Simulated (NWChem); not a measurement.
# Cu2 (SMILES [Cu][Cu]): levels of theory compared

Wanted: a comparison of 6 runs (HF/def2-SVP, PBE0/def2-SVP, PBE/def2-SVPD, PBE0/def2-SVPD, wB97X/def2-SVPD, MP2/def2-SVPD) of Cu2. 

The results are computed with NWChem 7.3.0.

4 further runs of the same task are left out: 2 that didn't finish, 2 set aside as unsound or not needed.

### Step 1. The molecule

Cu2 has 2 atoms, charge 0, and is taken as a singlet. SMILES: `[Cu][Cu]`. The bond length is the measured one.

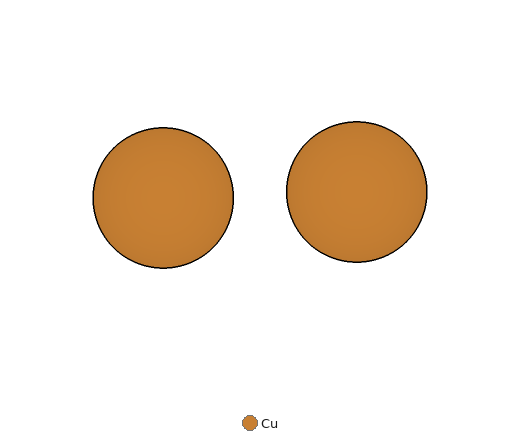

Viewed from a chosen angle; copper orange.

### Step 2. Energy and gradient at HF/def2-SVP (run 1)

cu2.nw reads:

```
echo
START cu2
TITLE "Cu2"
memory total 2200 mb
charge 0

GEOMETRY units angstrom noautosym nocenter noautoz
Cu     0.000000     0.000000     0.000000
Cu     0.000000     0.000000     2.219700
END

BASIS spherical bse
* library def2-SVP
END

SCF
thresh 1e-08
maxiter 80
END

TASK scf gradient
```

The run is started by

```console
$ nwchem cu2.nw > cu2.out
```

What it wrote:

```text
[...]
  functions       =    62
[...]
  wavefunction    = RHF
[...]
         Total SCF energy =  -3277.394902168572
      One-electron energy =  -4981.139156203104
      Two-electron energy =   1503.249562675904
 Nuclear repulsion energy =    200.494691358628
        Time for solution =      9.9s
[...]
                         RHF ENERGY GRADIENTS
    atom               coordinates                        gradient
                 x          y          z           x          y          z
   1 Cu      0.000000   0.000000   0.000000    0.000000   0.000000   0.024223
   2 Cu      0.000000   0.000000   4.194625   -0.000000  -0.000000  -0.024223
[...]
```

It took 12 s on 1 thread of Intel Xeon Platinum 8488C (Sapphire Rapids), shared host; peak memory 0.11 GiB.

### Step 3. Energy and gradient at PBE0/def2-SVP (run 2)

cu2.xyz reads:

```xyz
2

Cu     0.000000     0.000000     0.000000
Cu     0.000000     0.000000     2.219700
```

run.py reads:

```python
from ase.io import read
from ase.calculators.nwchem import NWChem

atoms = read('cu2.xyz')

calc = NWChem(
    label='cu2',
    theory='dft',
    memory='2200 mb',
    basis='def2-SVP',
    basispar='spherical bse',
    dft={'xc': 'pbe0', 'mult': '1', 'grid': 'xfine', 'convergence': 'energy 1e-08', 'iterations': '100', 'mulliken': None},
)
atoms.calc = calc

forces = atoms.get_forces()
e = atoms.get_potential_energy()
print(f"E = {e:.6f} eV")
print("forces (eV/A):")
for s, f in zip(atoms.symbols, forces):
    print(f"{s:2s} {f[0]:10.5f} {f[1]:10.5f} {f[2]:10.5f}")
print("dipole (e A):", atoms.get_dipole_moment().round(4))
```

The run is started by

```console
$ export ASE_NWCHEM_COMMAND="nwchem PREFIX.nwi > PREFIX.nwo"
$ python run.py
```

What it wrote:

```text
E = -89254.816888 eV
forces (eV/A):
Cu    0.00000    0.00000   -0.10413
Cu   -0.00000   -0.00000    0.10413
dipole (e A): [-0. -0. -0.]
```

The calculator wrote cu2.nwi:

```
title "cu2"

permanent_dir cu2

scratch_dir cu2

start cu2

geometry units angstrom nocenter noautosym noautoz
  Cu 0.0000000000000000e+00 0.0000000000000000e+00 0.0000000000000000e+00
  Cu 0.0000000000000000e+00 0.0000000000000000e+00 2.2197000000000000e+00
end

memory 2200 mb

basis spherical bse noprint
   * library def2-SVP
end

dft
  xc pbe0
  mult 1
  grid xfine
  convergence energy 1e-08
  iterations 100
  mulliken
end

task dft gradient
```

cu2.nwo:

```text
Northwest Computational Chemistry Package (NWChem) 7.3.0
             --------------------------------------------------------

           Job information
           ---------------

    nwchem branch   = 7.3.0
    use scalapack   = T
    input           = cu2.nwi
    prefix          = cu2.
    data base       = cu2/cu2.db
    status          = startup
    nproc           =        1

           Memory information
           ------------------

    heap     =     72089596 doubles =      550.0 Mbytes
    stack    =     72089601 doubles =      550.0 Mbytes
    global   =    144179200 doubles =     1100.0 Mbytes (distinct from heap & stack)
    total    =    288358397 doubles =     2200.0 Mbytes
    verify   = yes
    hardfail = no

[... 70 lines left out ...]
  convergence criterion.
[... 37 lines left out ...]
          Spatial weights used:  Erf1
[... 87 lines left out ...]
         Total DFT energy =    -3280.054048257509
[... 3 lines left out ...]
 Nuclear repulsion energy =      200.494691358628
[... 501 lines left out ...]
          Convergence on gradient requested:  5.00D-04
[... 24 lines left out ...]
          total energy or number of iterations.
[... 18 lines left out ...]
                            NWChem DFT Gradient Module
                            --------------------------

                                        cu2

  charge          =   0.00
  wavefunction    = closed shell

                         DFT ENERGY GRADIENTS

    atom               coordinates                        gradient
                 x          y          z           x          y          z
   1 Cu      0.000000   0.000000   0.000000   -0.000000  -0.000000   0.002025
   2 Cu      0.000000   0.000000   4.194625    0.000000   0.000000  -0.002025

                 ----------------------------------------
                 |  Time  |  1-e(secs)   |  2-e(secs)   |
                 ----------------------------------------
                 |  CPU   |       0.00   |       1.04   |
                 ----------------------------------------
                 |  WALL  |       0.00   |       1.04   |
                 ----------------------------------------

 Task  times  cpu:       57.1s     wall:       57.1s
 Total times  cpu:       57.1s     wall:       57.1s
```

It took 58 s on 1 thread of Intel Xeon Platinum 8488C (Sapphire Rapids), shared host; peak memory 0.13 GiB.

Runs 3 to 5 aren't shown in full; the table further down has their settings and results.

### Step 4. Energy and gradient at MP2/def2-SVPD (run 6)

run.xyz reads:

```xyz
2
Cu2 mp2
Cu     0.000000     0.000000     0.000000
Cu     0.000000     0.000000     2.219700
```

run.py reads:

```python
from ase.io import read
from ase.calculators.nwchem import NWChem

system = read('run.xyz')

calc = NWChem(
    label='run',
    theory='mp2',
    memory='2200 mb',
    basis='def2-SVPD',
    basispar='spherical bse',
    scf={'nopen': '0', 'rhf': None, 'thresh': '1e-08', 'maxiter': '80'},
    mp2={'freeze': 'core 10', 'tight': None},
)
system.calc = calc

forces = system.get_forces()
print(f"energy = {system.get_potential_energy():.6f} eV")
print("forces (eV/A):")
for s, f in zip(system.symbols, forces):
    print(f"{s:2s} {f[0]:10.5f} {f[1]:10.5f} {f[2]:10.5f}")
```

The run is started by

```console
$ export ASE_NWCHEM_COMMAND="nwchem PREFIX.nwi > PREFIX.nwo"
$ python run.py
```

What it wrote:

```text
energy = -89203.488509 eV
forces (eV/A):
Cu   -0.00000   -0.00000   -0.38387
Cu    0.00000    0.00000    0.38387
```

The calculator wrote run.nwi:

```
title "run"

permanent_dir run

scratch_dir run

start run

geometry units angstrom nocenter noautosym noautoz
  Cu 0.0000000000000000e+00 0.0000000000000000e+00 0.0000000000000000e+00
  Cu 0.0000000000000000e+00 0.0000000000000000e+00 2.2197000000000000e+00
end

memory 2200 mb

basis spherical bse noprint
   * library def2-SVPD
end

scf
  nopen 0
  rhf
  thresh 1e-08
  maxiter 80
end
mp2
  freeze core 10
  tight
end

task mp2 gradient
```

run.nwo:

```text
Northwest Computational Chemistry Package (NWChem) 7.3.0
             --------------------------------------------------------

           Job information
           ---------------

    nwchem branch   = 7.3.0
    use scalapack   = T
    input           = run.nwi
    prefix          = run.
    data base       = run/run.db
    status          = startup
    nproc           =        1

           Memory information
           ------------------

    heap     =     72089598 doubles =      550.0 Mbytes
    stack    =     72089595 doubles =      550.0 Mbytes
    global   =    144179200 doubles =     1100.0 Mbytes (distinct from heap & stack)
    total    =    288358393 doubles =     2200.0 Mbytes
    verify   = yes
    hardfail = no

[... 32 lines left out ...]
            Nuclear Dipole moment (a.u.)
[... 56 lines left out ...]
 1-e energy   =   -4964.066896
[... 7 lines left out ...]
         Quadratically convergent ROHF
[... 3 lines left out ...]
 Final Fock-matrix accuracy:          1.000E-10
[... 15 lines left out ...]
         Total SCF energy =  -3277.397486151277
[... 1 line left out ...]
      Two-electron energy =   1503.124782282515
[... 4 lines left out ...]
             Final eigenvalues
[... 355 lines left out ...]
 CPHF converged to   3.3D-07 in   10 iters
[... 11 lines left out ...]
 MP2 RHF      natural orbital occupation numbers
[... 71 lines left out ...]
  MP2 natural orbitals output to run/run.mp2nos

                         mp2 ENERGY GRADIENTS

    atom               coordinates                        gradient
                 x          y          z           x          y          z
   1 Cu      0.000000   0.000000   0.000000    0.000000   0.000000   0.007465
   2 Cu      0.000000   0.000000   4.194625   -0.000000  -0.000000  -0.007465

                 ----------------------------------------
                 |  Time  |  1-e(secs)   |  2-e(secs)   |
                 ----------------------------------------
                 |  CPU   |       0.00   |       1.35   |
                 ----------------------------------------
                 |  WALL  |       0.00   |       1.35   |
                 ----------------------------------------
 -----------------------
 Task  times  cpu:       27.7s     wall:       27.7s
 Total times  cpu:       27.7s     wall:       27.7s
```

It took 29 s on 1 thread of Intel Xeon Platinum 8488C (Sapphire Rapids), shared host; peak memory 0.21 GiB.

### Step 5. All runs side by side

```csv
run,level,iteration cap,module,energy (Eh),dipole moment (D),HOMO energy (eV),LUMO energy (eV),wall time
1,HF/def2-SVP,80,scf,-3277.394902,0.00,-6.22,0.45,12 s
2,PBE0/def2-SVP,100,dft,-3280.054048,0.00,-5.26,-1.75,58 s
3,PBE/def2-SVPD,100,dft,-3280.051394,0.00,-4.05,-2.69,72 s
4,PBE0/def2-SVPD,100,dft,-3280.059108,0.00,-5.35,-1.82,49 s
5,wB97X/def2-SVPD,100,dft,-3280.614169,0.00,–,–,37 s
6,MP2/def2-SVPD,80,mp2,-3278.167765,0.00,-6.24,0.45,29 s
```

### Step 6. Summary of results

| quantity | value |
| --- | --- |
| run 6: total energy | -3278.16777 Eh |
| run 6: dipole moment (of the density that the program reports) | 0.00 D |
| run 6: HOMO energy (Hartree–Fock orbitals) | -6.24 eV |
| run 6: LUMO energy (Hartree–Fock orbitals) | 0.45 eV |
| run 6: HOMO–LUMO gap (Hartree–Fock orbitals) | 6.69 eV |
| run 6: correlation energy (10 core orbitals frozen) | -770.3 mEh |
| run 6: largest force on an atom | 0.384 eV/Å |

**Reading.** Over runs 1, 2, 3, 4 the HOMO–LUMO gap runs from 1.36 eV (PBE/def2-SVPD) to 6.68 eV (HF/def2-SVP). The two ends differ in method and basis. Totals of different functionals can't be ranked against each other. All runs together took 4.3 min, the longest 72 s.
